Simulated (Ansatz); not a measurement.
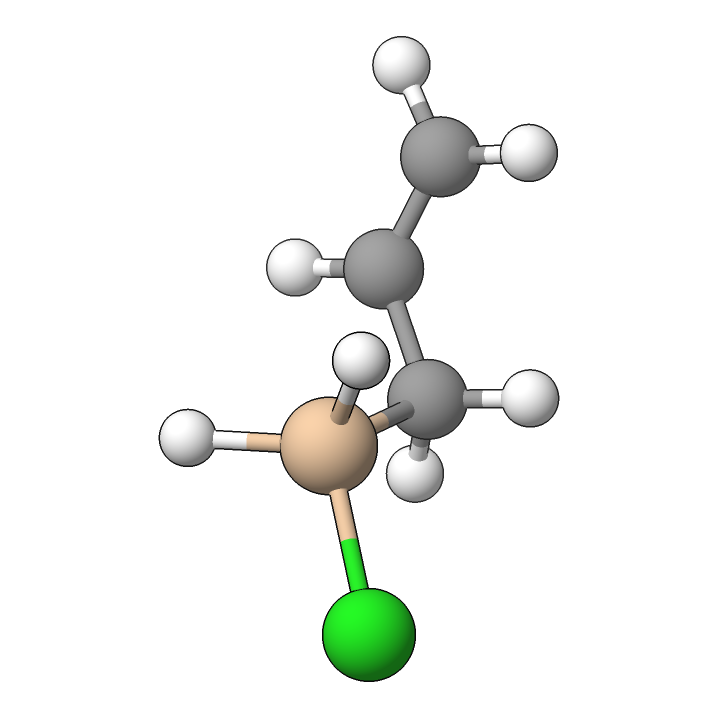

Colours: carbon grey, silicon light orange, chlorine green, hydrogen white.

The computed structure is the end point of a PBE0-D4/def2-TZVP optimisation.

What does the picture show?

It has 12 atoms: 3 carbon, 7 hydrogen, 1 chlorine and 1 silicon (C₃H₇ClSi). SMILES: `C=CC[SiH2]Cl`. It has no ring. Among its groups: alkene, Si–H bond. This geometry has C1 symmetry. Coordination: 2 C trigonal planar; 1 C tetrahedral; 1 Si tetrahedral.

The parts below concern this one geometry. Atoms keep their numbers from picture to picture.

## Shape

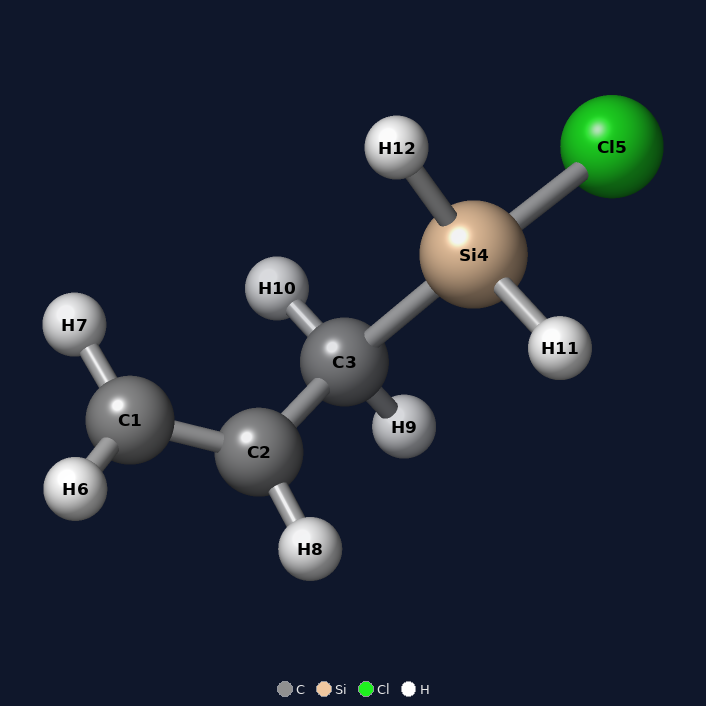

Numbered structure.

Which atoms are bonded, and how long are the bonds?

```json
{"bond": "C1–C2", "length (Å)": "1.328", "order": "double"}
{"bond": "C1–H6", "length (Å)": "1.083", "order": "single"}
{"bond": "C1–H7", "length (Å)": "1.086", "order": "single"}
{"bond": "C2–C3", "length (Å)": "1.491", "order": "single"}
{"bond": "C2–H8", "length (Å)": "1.088", "order": "single"}
{"bond": "C3–Si4", "length (Å)": "1.874", "order": "single"}
{"bond": "C3–H9", "length (Å)": "1.094", "order": "single"}
{"bond": "C3–H10", "length (Å)": "1.094", "order": "single"}
{"bond": "Si4–Cl5", "length (Å)": "2.062", "order": "single"}
{"bond": "Si4–H11", "length (Å)": "1.483", "order": "single"}
{"bond": "Si4–H12", "length (Å)": "1.482", "order": "single"}
```

## Thermal motion

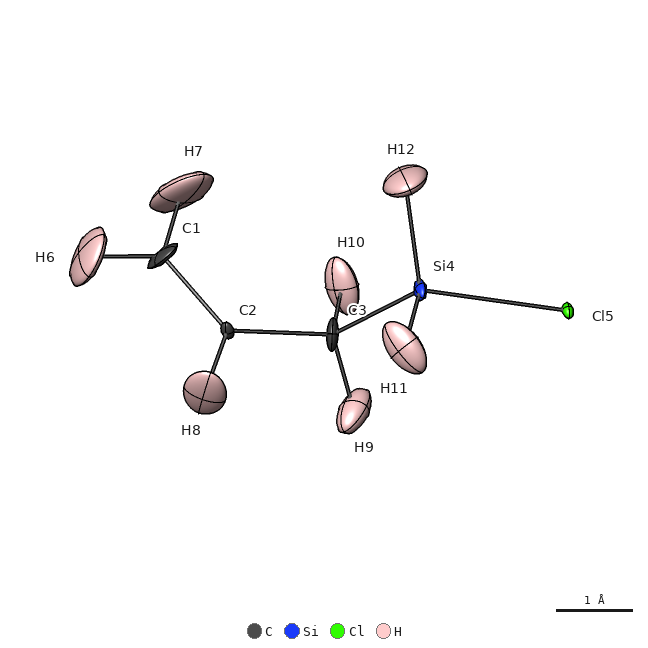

Displacement ellipsoids at the 50 % level, from the internal vibrations of the free molecule (harmonic, no overall translation or rotation; no half-axis is drawn under 0.075 Å). Vibrations computed with RKS PBE0-D4/def2-TZVP (Ansatz 0.2.0). Temperature: 200 K.

Which atom moves most?

Answer. H7, with U_eq = 0.0676 Å².

Does H7 move more along its bond or across it?

Answer. Across it: the root-mean-square amplitude is 0.149 Å along the bond and up to 0.372 Å across, since bending and torsion are softer than stretching.

Give the displacement parameters, one line for each set of equivalent atoms.

```
atom  U_eq (Å²)   rms amplitudes (Å)
  C1     0.0185  0.043, 0.137, 0.186
  C2     0.0042  0.039, 0.058, 0.089
  C3     0.0113  0.050, 0.103, 0.144
 Si4     0.0071  0.037, 0.074, 0.120
 Cl5     0.0039  0.038, 0.054, 0.085
  H6     0.0513  0.093, 0.260, 0.279
  H7     0.0676  0.099, 0.234, 0.372
  H8     0.0404  0.080, 0.188, 0.282
  H9     0.0342  0.119, 0.153, 0.255
 H10     0.0356  0.107, 0.165, 0.261
 H11     0.0355  0.108, 0.164, 0.260
 H12     0.0441  0.104, 0.202, 0.284
```

## Charges

The questions are on Mulliken charges. Method: RKS PBE0-D4/def2-TZVP (Ansatz 0.2.0).

Give the Mulliken charges atom by atom.

```tsv
atom	value (e)
C1	−0.28
C2	−0.13
C3	−0.30
Si4	0.34
Cl5	−0.26
H6	0.13
H7	0.12
H8	0.13
H9	0.14
H10	0.14
H11	−0.02
H12	−0.01
```

## Electronic properties

Method: RKS BLYP-D4/def2-TZVPP (Ansatz 0.2.0).

Give the dispersion correction at this level.

Answer. −58.2 kJ/mol.

Give the LUMO energy (Kohn–Sham orbital) at this level.

Answer. −1.13 eV.

What is the HOMO energy (Kohn–Sham orbital)?

Answer. −6.17 eV.

Mulliken values depend strongly on the basis set and can even reverse the polarity of a bond.
